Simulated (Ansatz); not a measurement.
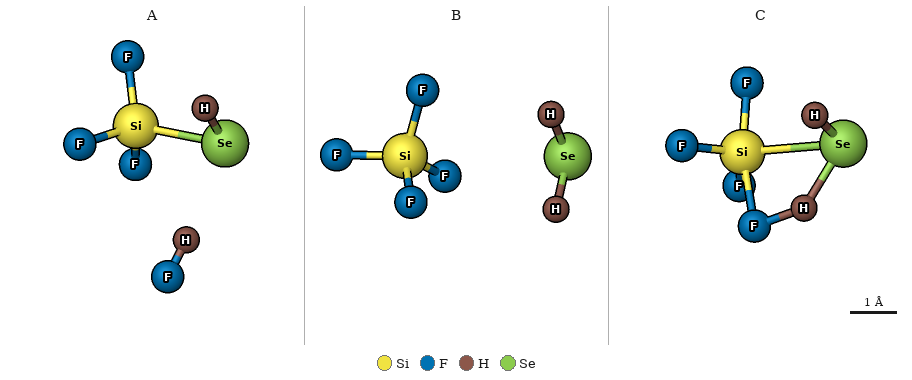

Three geometries of SiH2SeF4: a saddle point and the two relaxed ends that it joins, in shuffled order. A ball-and-stick model, seen from a free direction. Sticks join atoms that are closer than about 1.2 times the sum of their covalent radii (a little more with hydrogen).

Stationary points at PBE0-D4/def2-TZVP, single-point energies with CCSD(T)/CBS, PBE-D4, wB97M-V (def2-TZVPP where no basis is named; Ansatz 0.2.0). The energies are electronic, without zero-point or thermal terms, and both ends are the relaxed geometries reached downhill from the saddle, with any fragments still in contact. CCSD(T)/CBS stands for a frozen-core estimate: MP2 correlation extrapolated from def2-TZVPP and def2-QZVPP, CCSD(T) minus MP2 from the smaller set.

Question: Which frame is the transition state, what reaction does it lead through, and what barrier is to be expected?

Answer: Frame C is the saddle point. Counted by bonded pieces, B holds H₂Se + SiF₄ and A holds HF + SiHSeF₃. From B over the saddle to A, bonds form: Se–Si (3.76 → 2.46 → 2.25 Å), F–H (3.30 → 1.24 → 0.93 Å). Bonds break: F–Si (1.56 → 1.83 → 3.95 Å), H–Se (1.47 → 1.67 → 2.41 Å). The saddle has one imaginary mode, 850i cm⁻¹. The end B keeps a soft imaginary mode of 22i cm⁻¹, so it isn't quite a minimum. With CCSD(T)/CBS the barrier is 46.9 kcal/mol from B and 25.9 kcal/mol from A, and A lies 21.0 kcal/mol above B.

```
      level  barrier from B (kcal/mol)  barrier from A (kcal/mol)  A less B (kcal/mol)
CCSD(T)/CBS                       46.9                       25.9                 21.0
     PBE-D4                       35.1                       18.8                 16.3
    wB97M-V                       44.5                       23.1                 21.4
```

Against CCSD(T)/CBS, wB97M-V comes closest on the barrier from B (−2.4 kcal/mol) and PBE-D4 misses most (−11.8 kcal/mol).

Limits of the set-up: the start holds two separate molecules, 3.3 Å apart at their closest, whose relative position is a soft coordinate.
